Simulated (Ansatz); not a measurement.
**B2Zr2 (triplet): density, localisation and related maps**

The calculation's input:

```
crystal:
  periodic: [false, false, false]
  atoms:
    - {symbol: Zr, position_ang: [-1.079717, 1.038658, -0.426049]}
    - {symbol: Zr, position_ang: [-0.321729, -1.516166, 0.154614]}
    - {symbol: B, position_ang: [0.890788, 0.119709, -0.636192]}
    - {symbol: B, position_ang: [0.510648, 0.357808, 0.907628]}
basis:
  gaussian: {orbitals: def2-TZVP, initial_orbitals: start.molden}
magnetization: {spin_polarized: true, initial_magnetization: 2}
hamiltonian: {xc: pbe0, dispersion: d4}
scf: {omitted_lower_state_checks: [starts]}
output: {orbitals: {seedname: orbitals}}
```

Run with:

```sh
ansatz run in.yaml --threads 4 --pin off --events-out ev --progress --plain --max-ram 3916MiB
```

Geometry: PBE0-D4/def2-TZVP; ⟨S²⟩ = 2.29, above the pure value of 2.00; core potentials replace the inner electrons of Zr.

Method: Ansatz 0.2.0, UKS PBE0-D4/def2-TZVP.

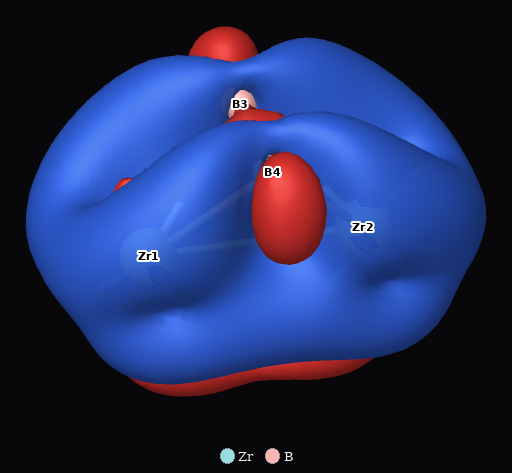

Figure 1. Isosurfaces of the spin density at +0.015 (blue) and −0.015 e/Å³ (red), seen at a tilt.

Describe the spin distribution.

Answer. The unpaired spin (2 electrons) lies mostly on Zr1 (about 0.8), Zr2 (about 0.8), B3 (about 0.2) and B4 (about 0.2), in electrons by Hirshfeld's partition.

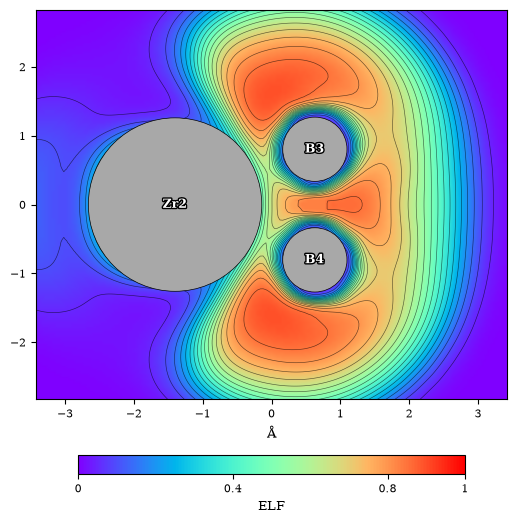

Figure 2. Electron localisation function on the plane of atoms Zr2, B3 and B4. Grey discs cover the atomic cores.

What does the map show?

Answer. The section cuts through Zr and B sites.
B–B (1.61 Å): the ELF peaks at about 0.85 between the atoms, as expected for localised, covalent bonding.
Zr–B (2.18 Å): the ELF peaks at about 0.60 in the valence shell of B, 0.7 Å from its nucleus, and is about 0.30 at the midpoint.

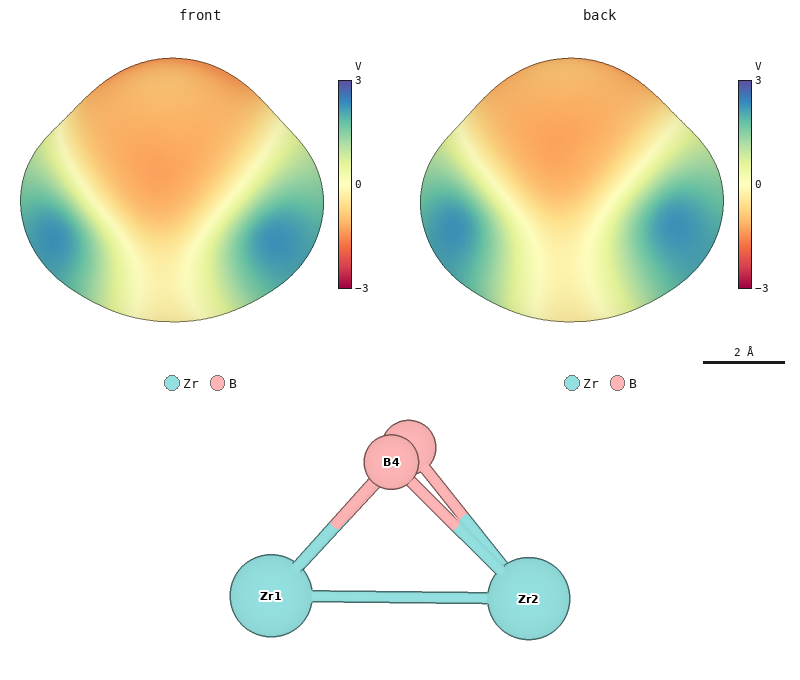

Figure 3. The electrostatic potential painted on the density surface at 0.001 e/bohr³, seen from the front and from behind; red is negative and blue positive. The bare structure is drawn below in the same view.

Which sites attract a positive test charge, and which a negative one?

Answer. A positive charge is drawn to the negative regions and a negative charge to the positive ones. The most negative region (about −1.4 V, or −32 kcal/mol for a unit charge) lies over B3, the most positive (about +2.3 V, or +53 kcal/mol for a unit charge) over Zr1 and Zr2.
